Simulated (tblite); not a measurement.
**Run report: C$_{5}$H$_{4}$F$_{3}$O, geometry relaxation (part 2 of 2)**

C$_{5}$H$_{4}$F$_{3}$O, multiplicity 2; GFN2-xTB geometry optimisation, gas phase (tblite 0.8.0). It belongs to a series of runs on one base structure; here: H removed from sp3 C.

Geometry of the input (Å):
```
C  2.5545  -0.5192  -0.1049
C  1.6606  0.4317  0.1211
C  0.7850  1.3452  0.3604
C  -0.6250  0.9905  0.0592
F  -1.1924  0.6777  1.3229
O  -0.7777  -0.1203  -0.7413
C  -2.0320  -0.6680  -0.4925
F  -1.8591  -1.9942  -0.0972
F  -2.7323  -0.6031  -1.6733
H  2.7504  -1.1701  0.7128
H  2.9555  -0.5344  -1.0850
H  1.1203  2.2764  0.7291
H  -2.6121  -0.1117  0.2872
```

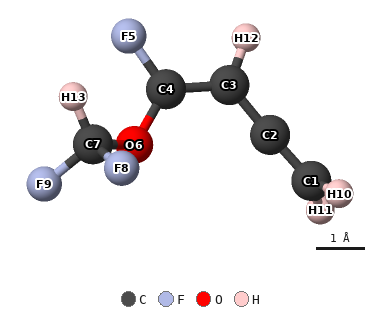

*The geometry at step 76 of the log (ball-and-stick view, seen at a tilt; atoms are numbered from 1 in the order of the input).*

### Trajectory as extended XYZ, continued
```
13
Properties=species:S:1:pos:R:3:forces:R:3 step=52 energy=-840.65690
C     2.7685   -0.4614   -0.2062   -0.0150   0.0390   0.0060
C     1.7925    0.2821    0.1781   -0.0060   0.0330   0.0020
C     0.7845    1.0894    0.5474   -0.0220  -0.0230  -0.0080
C    -0.5353    0.8632    0.2265   -0.0030  -0.0320  -0.0130
F    -1.5244    1.6829    0.6427    0.0700   0.0270   0.0190
O    -0.9418   -0.1394   -0.6069    0.0090  -0.0270  -0.0560
C    -2.1572   -0.7170   -0.4228    0.0040  -0.0180  -0.0170
F    -2.0033   -2.0049   -0.0419    0.0210   0.0050   0.0410
F    -2.8016   -0.7648   -1.6000   -0.0310   0.0210   0.0030
H     3.1182   -1.3147    0.3585   -0.0060   0.0070   0.0350
H     3.3032   -0.2714   -1.1272    0.0150  -0.0180  -0.0400
H     0.9973    1.9726    1.1341   -0.0200  -0.0220   0.0370
H    -2.8049   -0.2161    0.3161   -0.0160   0.0070  -0.0080
13
Properties=species:S:1:pos:R:3:forces:R:3 step=58 energy=-840.66298
C     2.8007   -0.4466   -0.2023    0.0900  -0.0930  -0.0080
C     1.7941    0.2654    0.1571   -0.0210   0.0820   0.0060
C     0.7737    1.0498    0.5389    0.0750   0.0070  -0.0080
C    -0.5414    0.8569    0.1897   -0.0270  -0.0260   0.0090
F    -1.5036    1.6873    0.6495   -0.0140  -0.0150  -0.0210
O    -0.9799   -0.1075   -0.6713   -0.0470   0.0390   0.0150
C    -2.1774   -0.7051   -0.4272   -0.0490   0.0250   0.0160
F    -1.9845   -1.9752   -0.0028   -0.0070   0.0130  -0.0280
F    -2.8630   -0.7937   -1.5764    0.0240  -0.0570  -0.0110
H     3.1492   -1.2964    0.3714   -0.0260   0.0050   0.0100
H     3.3659   -0.2523   -1.1054   -0.0350   0.0290  -0.0010
H     0.9768    1.9106    1.1627   -0.0030  -0.0160   0.0120
H    -2.8149   -0.1927    0.3145    0.0410   0.0070   0.0090
13
Properties=species:S:1:pos:R:3:forces:R:3 step=64 energy=-840.66475
C     2.8120   -0.4470   -0.2008   -0.0090   0.0040  -0.0020
C     1.8024    0.2700    0.1450    0.0070  -0.0060  -0.0010
C     0.7756    1.0416    0.5324   -0.0050   0.0010   0.0040
C    -0.5428    0.8512    0.1876    0.0080   0.0070   0.0060
F    -1.4977    1.6840    0.6609   -0.0080  -0.0020  -0.0020
O    -0.9989   -0.0889   -0.6895    0.0030   0.0120   0.0010
C    -2.1876   -0.6995   -0.4301    0.0080   0.0000  -0.0040
F    -1.9769   -1.9642    0.0026    0.0040  -0.0020   0.0120
F    -2.8755   -0.8115   -1.5745   -0.0020  -0.0080   0.0020
H     3.1529   -1.2927    0.3823   -0.0130  -0.0020  -0.0060
H     3.3796   -0.2509   -1.1011    0.0030   0.0000  -0.0010
H     0.9724    1.8949    1.1688    0.0050  -0.0030   0.0020
H    -2.8198   -0.1864    0.3150   -0.0010   0.0000  -0.0130
13
Properties=species:S:1:pos:R:3:forces:R:3 step=70 energy=-840.66523
C     2.8073   -0.4475   -0.2058    0.0030  -0.0030   0.0040
C     1.8033    0.2765    0.1408   -0.0190  -0.0060  -0.0190
C     0.7760    1.0436    0.5364   -0.0050  -0.0020  -0.0090
C    -0.5430    0.8527    0.1923   -0.0070   0.0070  -0.0110
F    -1.5020    1.6792    0.6685    0.0150   0.0170   0.0180
O    -0.9998   -0.0789   -0.6945    0.0040  -0.0110  -0.0080
C    -2.1843   -0.6982   -0.4333    0.0010  -0.0010   0.0110
F    -1.9648   -1.9571    0.0137    0.0070   0.0050   0.0040
F    -2.8712   -0.8272   -1.5762    0.0330  -0.0050  -0.0100
H     3.1369   -1.2958    0.3797    0.0030  -0.0160  -0.0040
H     3.3824   -0.2569   -1.1025   -0.0110   0.0080   0.0030
H     0.9783    1.8932    1.1758   -0.0240   0.0000   0.0090
H    -2.8236   -0.1832    0.3036   -0.0010   0.0080   0.0110
13
Properties=species:S:1:pos:R:3:forces:R:3 step=76 energy=-840.66813
C     2.7797   -0.4548   -0.2252   -0.0320  -0.0130  -0.0100
C     1.7891    0.2888    0.1196    0.0390  -0.0180   0.0530
C     0.7708    1.0477    0.5530   -0.0210  -0.0070  -0.0080
C    -0.5461    0.8760    0.1919    0.0150   0.0200  -0.0060
F    -1.5034    1.6924    0.6892   -0.0090  -0.0100  -0.0030
O    -0.9999   -0.0381   -0.7144   -0.0210   0.0230   0.0350
C    -2.1612   -0.6944   -0.4358   -0.0020   0.0070  -0.0350
F    -1.9002   -1.9146    0.0936   -0.0080   0.0490   0.0090
F    -2.8072   -0.9206   -1.5859    0.0080  -0.0130   0.0080
H     3.0523   -1.3478    0.3244    0.0100   0.0340  -0.0030
H     3.3895   -0.2443   -1.0932   -0.0010  -0.0050  -0.0130
H     0.9721    1.8696    1.2291   -0.0010  -0.0300  -0.0210
H    -2.8400   -0.1596    0.2523    0.0240  -0.0370  -0.0060
13
Properties=species:S:1:pos:R:3:forces:R:3 step=81 energy=-840.66962
C     2.7681   -0.4600   -0.2396   -0.0140   0.0100   0.0170
C     1.7848    0.2906    0.1110    0.0110  -0.0390   0.0080
C     0.7648    1.0392    0.5577   -0.0030   0.0060   0.0120
C    -0.5512    0.8932    0.1840    0.0230  -0.0070   0.0010
F    -1.5050    1.6966    0.7085   -0.0070   0.0050   0.0020
O    -1.0150    0.0009   -0.7376   -0.0020   0.0230  -0.0150
C    -2.1539   -0.6863   -0.4412    0.0060   0.0060  -0.0020
F    -1.8547   -1.8689    0.1494    0.0030  -0.0110  -0.0020
F    -2.7752   -0.9855   -1.5862    0.0050  -0.0140   0.0080
H     3.0148   -1.3681    0.2962    0.0230   0.0020   0.0010
H     3.4061   -0.2370   -1.0839   -0.0290   0.0020  -0.0200
H     0.9691    1.8368    1.2602   -0.0040   0.0070  -0.0030
H    -2.8572   -0.1509    0.2198   -0.0110   0.0100  -0.0080
13
Properties=species:S:1:pos:R:3:forces:R:3 step=87 energy=-840.67259
C     2.7216   -0.4810   -0.2649    0.0210  -0.0100   0.0420
C     1.7603    0.2743    0.1309   -0.0380   0.0680  -0.0090
C     0.7588    1.0449    0.5847   -0.0050  -0.0700  -0.0110
C    -0.5560    0.9266    0.1970   -0.0370   0.0070   0.0110
F    -1.5106    1.7168    0.7446    0.0330  -0.0250  -0.0230
O    -1.0213    0.0704   -0.7566    0.0170   0.0000   0.0320
C    -2.1202   -0.6780   -0.4518    0.0010   0.0240   0.0050
F    -1.7725   -1.7968    0.2299    0.0460  -0.0010   0.0380
F    -2.6593   -1.0945   -1.5976   -0.0710  -0.0170  -0.0700
H     2.9716   -1.3980    0.2522    0.0280  -0.0410  -0.0070
H     3.3425   -0.2523   -1.1206   -0.0350   0.0190  -0.0090
H     0.9693    1.8193    1.3086    0.0300   0.0360   0.0150
H    -2.8884   -0.1512    0.1421    0.0090   0.0110  -0.0140
13
Properties=species:S:1:pos:R:3:forces:R:3 step=93 energy=-840.67422
C     2.7200   -0.4838   -0.2586   -0.0020  -0.0040  -0.0040
C     1.7547    0.2616    0.1469    0.0000  -0.0010   0.0010
C     0.7551    1.0368    0.5943    0.0000  -0.0020  -0.0010
C    -0.5573    0.9279    0.1946    0.0000  -0.0050   0.0060
F    -1.5097    1.7254    0.7320   -0.0020  -0.0030  -0.0010
O    -1.0210    0.0743   -0.7627    0.0030  -0.0020   0.0040
C    -2.1179   -0.6764   -0.4547    0.0000   0.0020   0.0030
F    -1.7609   -1.7837    0.2423    0.0050   0.0000   0.0000
F    -2.6589   -1.1077   -1.5960    0.0010   0.0020   0.0020
H     2.9907   -1.4054    0.2400    0.0000   0.0000   0.0040
H     3.3178   -0.2380   -1.1262    0.0050   0.0050  -0.0040
H     0.9712    1.8157    1.3138   -0.0070   0.0000  -0.0040
H    -2.8880   -0.1461    0.1329   -0.0040   0.0080  -0.0040
```

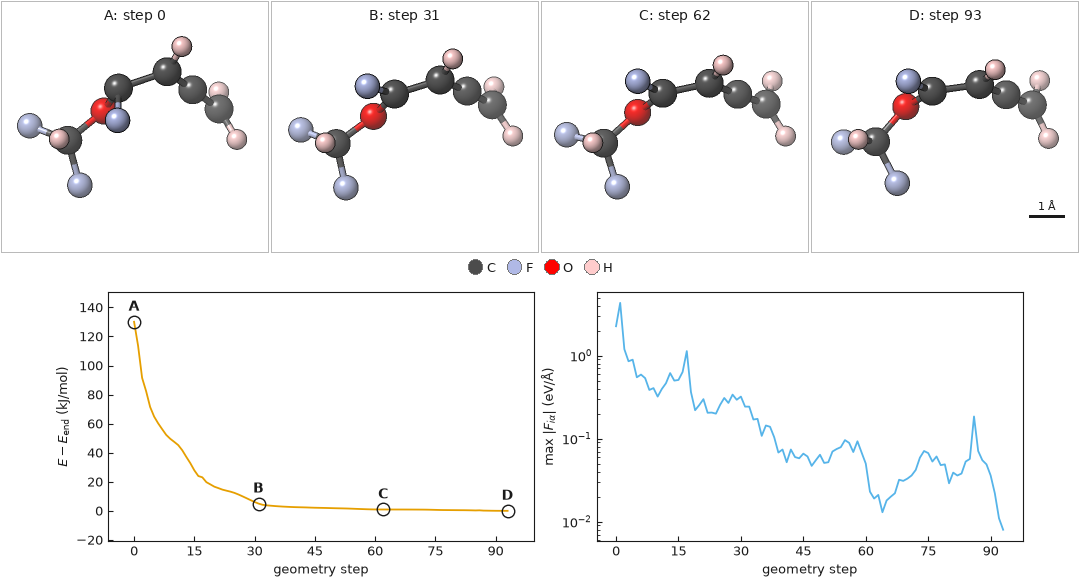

*Frames of the relaxation (ball-and-stick view, seen at a tilt) above the curves, on which the letters mark them (steps are counted from 0).*

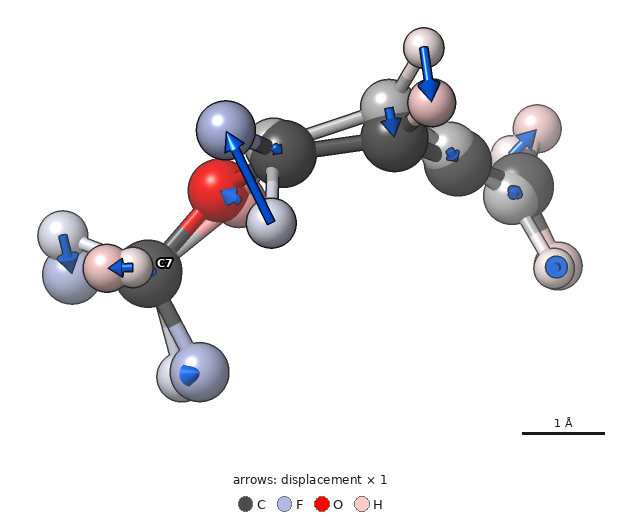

*Start (faint) and end (solid) with the displacements as blue arrows, at true length (ball-and-stick view, seen at a tilt). The two geometries are laid on each other by the best rigid fit.*

F5 moves most after the best rigid fit: 1.26 Å. Largest moves by element: F 1.26 Å, H 0.74 Å, C 0.38 Å, O 0.31 Å. Distances before and after: C3–C4 1.485 → 1.376 Å, C4–F5 1.420 → 1.353 Å, C2–C3 1.288 → 1.342 Å, C7–F9 1.374 → 1.335 Å. Among the angles that change: C3–C4–F5 104.6° → 120.6°, H10–C1–H11 129.3° → 115.1°, C3–C4–O6 114.6° → 125.3°. The energy falls by 130.1 kJ/mol in 93 geometry steps. Largest force component: 2.3 eV/Å at the start, 0.008 eV/Å at the end. (Atoms are counted from 1 in the order of the input.)
